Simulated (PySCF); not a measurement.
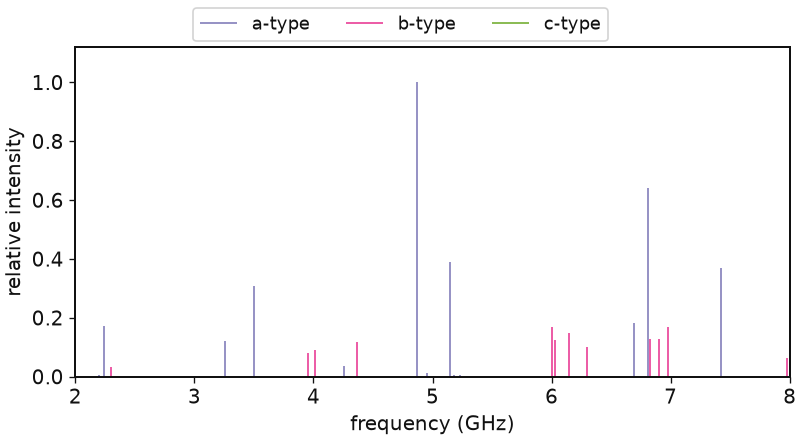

C₃H₇NOSi, SMILES O=C1CCN[SiH2]1. Simulated rotational absorption lines between 2 and 8 GHz at 2 K: rigid rotor with the equilibrium constants and dipole of one optimised conformer (PBE0-D3(BJ)/def2-SVP, PySCF 2.14.0), commonest isotopes; no centrifugal distortion, hyperfine structure, internal rotation or nuclear-spin weights; lines within 1 MHz of each other are summed. Lines of different type are drawn apart.

> What are the rotational constants, and what kind of rotor is it?

Rotational constants A, B, C = 4.154, 3.019, 1.853 GHz; Ray's κ = 0.01, an asymmetric top midway between the limits.

> Assign the strongest lines, as J(Ka,Kc).

| GHz | upper | lower | type | relative intensity |
| --- | --- | --- | --- | --- |
| 4.87 | 1(0,1) | 0(0,0) | a | 1.00 |
| 6.81 | 3(1,2) | 3(1,3) | a | 0.64 |
| 5.14 | 4(2,2) | 4(2,3) | a | 0.39 |
| 7.42 | 2(2,1) | 2(0,2) | a | 0.37 |
| 3.50 | 2(1,1) | 2(1,2) | a | 0.31 |
| 6.69 | 6(3,3) | 6(3,4) | a | 0.18 |

Caveats: coarse grid, loose stop and no frequency check, small forces are noise and the end may be a saddle.
